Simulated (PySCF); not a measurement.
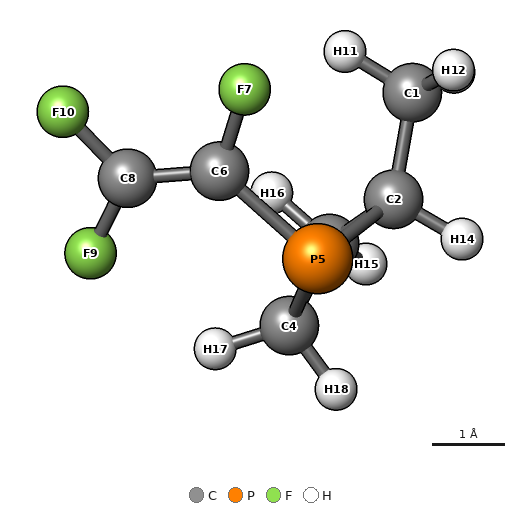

Figure 1. The structure (ball-and-stick view, seen at a tilt; atoms are numbered from 1 in the order of the input). Bond lengths as drawn: C–C 1.34 to 1.54 Å, C–F 1.31 to 1.35 Å, C–H 1.10 Å and C–P 1.84 to 1.90 Å.

**NMR shielding calculation, with input and output: C$_{6}$H$_{8}$F$_{3}$P**

- system: C$_{6}$H$_{8}$F$_{3}$P
- method: GIAO B3LYP/pcSseg-1 NMR shielding, non-relativistic, gas phase (PySCF 2.14.0)

The geometry comes from this level: PBE0-D3(BJ)/def2-SVP. It belongs to a series of runs on one base structure; here: vinyl replaced by CF=CF2. Figures and captions count atoms from 1; the log counts them from 0 in places.

**The program's output**
```
coarse grid: 16360 points
cycle   1  E = -874.0127524945  dE =  1.424e+00  |g| = 8.337e-01  |ddm| = 3.949e+00
cycle   2  E = -873.8159277620  dE =  1.968e-01  |g| = 1.342e+00  |ddm| = 1.534e+00
cycle   3  E = -874.1379916472  dE = -3.221e-01  |g| = 1.240e-01  |ddm| = 1.056e+00
cycle   4  E = -874.1403178741  dE = -2.326e-03  |g| = 6.840e-02  |ddm| = 1.698e-01
cycle   5  E = -874.1412061139  dE = -8.882e-04  |g| = 1.729e-02  |ddm| = 7.304e-02
cycle   6  E = -874.1412636214  dE = -5.751e-05  |g| = 7.414e-03  |ddm| = 2.300e-02
cycle   7  E = -874.1412763548  dE = -1.273e-05  |g| = 1.386e-03  |ddm| = 6.709e-03
cycle   8  E = -874.1412767024  dE = -3.476e-07  |g| = 3.698e-04  |ddm| = 1.221e-03
final grid: 156968 points
cycle   9  E = -874.2266000181  dE = -4.661e-05  |g| = 6.695e-03  |ddm| = 2.778e-02
cycle  10  E = -874.2265898223  dE =  1.020e-05  |g| = 9.874e-03  |ddm| = 1.244e-02
cycle  11  E = -874.2266093354  dE = -1.951e-05  |g| = 9.136e-04  |ddm| = 7.957e-03
cycle  12  E = -874.2266094886  dE = -1.532e-07  |g| = 1.974e-04  |ddm| = 9.457e-04
cycle  13  E = -874.2266094964  dE = -7.850e-09  |g| = 5.964e-05  |ddm| = 1.846e-04
cycle  14  E = -874.2266094971  dE = -6.394e-10  |g| = 2.437e-05  |ddm| = 8.703e-05
```

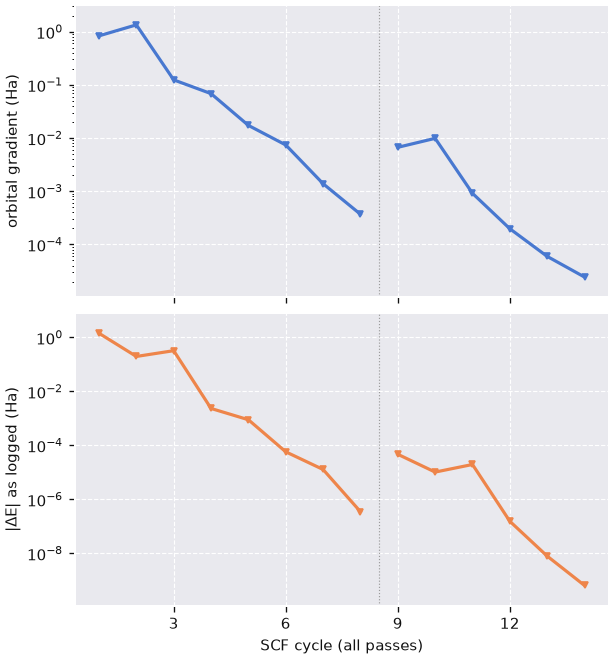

Figure 2. Convergence of the self-consistent field: orbital gradient and size of the energy change against the SCF cycle. The dotted line marks the change from a coarse to the final integration grid. The first 8 cycles use a coarse grid, the final grid takes over at cycle 9, and the field converges after 14 cycles in all.

```
converged SCF energy = -874.2266094971

GIAO shielding tensors (ppm)
atom      isotropic    diamagn.    paramagn.     s11        s22        s33       span
  0 C      159.007     244.107     -85.100    146.310    151.714    178.997     32.686
  1 C      142.167     253.793    -111.626    122.034    147.879    156.588     34.553
  2 C      140.269     249.583    -109.314    111.724    141.074    168.011     56.287
  3 C      160.862     254.277     -93.415    141.938    168.400    172.247     30.309
  4 P      273.853     965.603    -691.750    176.823    292.328    352.409    175.586
  5 C       39.639     257.181    -217.541      7.873     37.508     73.537     65.664
  6 F      363.854     473.582    -109.728    278.424    380.789    432.348    153.924
  7 C       10.289     250.730    -240.441    -67.655     44.651     53.871    121.526
  8 F      294.659     476.124    -181.465    268.329    294.518    321.129     52.800
  9 F      259.112     469.872    -210.760    218.199    277.233    281.904     63.704
 10 H       30.158      30.456      -0.298     25.567     31.079     33.827      8.260
 11 H       30.166      28.430       1.736     26.871     26.976     36.651      9.781
 12 H       30.195      28.260       1.935     25.824     27.567     37.195     11.371
 13 H       29.103      32.167      -3.064     25.476     29.146     32.687      7.211
 14 H       28.813      30.703      -1.891     24.251     26.284     35.902     11.651
 15 H       28.607      33.013      -4.406     26.673     27.896     31.252      4.579
 16 H       29.454      31.350      -1.897     23.868     29.341     35.151     11.283
 17 H       29.625      31.019      -1.394     26.453     27.321     35.101      8.647
```

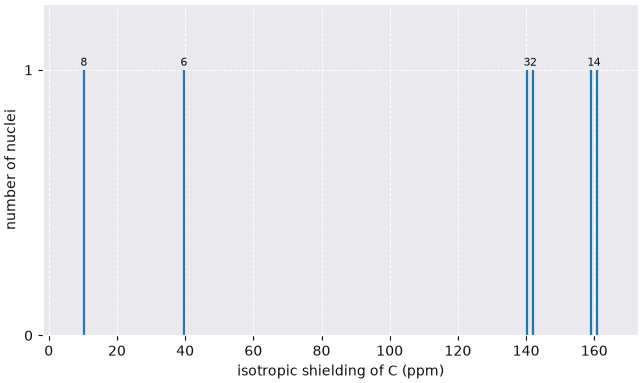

Figure 3. Isotropic shieldings of the carbon nuclei in this fixed geometry, labelled by atom number; shielding grows to the right, so chemical shift grows to the left. The least shielded is C8 (10.3 ppm), the most shielded C4 (160.9 ppm).

The run was set up as follows.

**The input**
```
{"job": {"kind": "nmr", "xc": "B3LYP", "basis": "pcSseg-1", "pop": false}, "charge": 0, "multiplicity": 1}
C     -1.769427     1.165238     0.360105
C     -1.255608    -0.037152    -0.393527
C     -0.647825    -1.214374     0.384275
C      0.344148    -1.651662    -0.699307
P      0.295045     0.055838    -1.494031
C      1.368686     1.006560    -0.349007
F      1.028002     2.308588    -0.295022
C      2.468252     0.654634     0.323887
F      2.951326    -0.565320     0.365171
F      3.206524     1.483311     1.018096
H     -0.998582     1.583027     1.024108
H     -2.089332     1.965527    -0.324435
H     -2.637097     0.886984     0.981056
H     -2.032918    -0.415658    -1.081618
H     -1.358804    -1.979812     0.740507
H     -0.102066    -0.832442     1.262270
H      1.312903    -2.057536    -0.386410
H     -0.109012    -2.346729    -1.423930
```

The first line tells a small driver script what to run in PySCF; the rest is the geometry in Å.

Command:
```bash
OMP_NUM_THREADS=1 python <driver script> task.json out
```

**Summary**

| quantity | value |
| --- | --- |
| outcome | converged |
| total energy | −874.226609 hartree |
| HOMO | −6.34 eV |
| LUMO | −0.35 eV |
| dipole moment | 2.28 D |
| isotropic shielding, C | 10.3 to 160.9 ppm |
| isotropic shielding, P | 273.9 ppm |
| isotropic shielding, F | 259.1 to 363.9 ppm |
| isotropic shielding, H | 28.6 to 30.2 ppm |
| hardware | 1 CPU thread, shared host |
| wall time | 44 s |
| peak memory | 1.1 GiB |
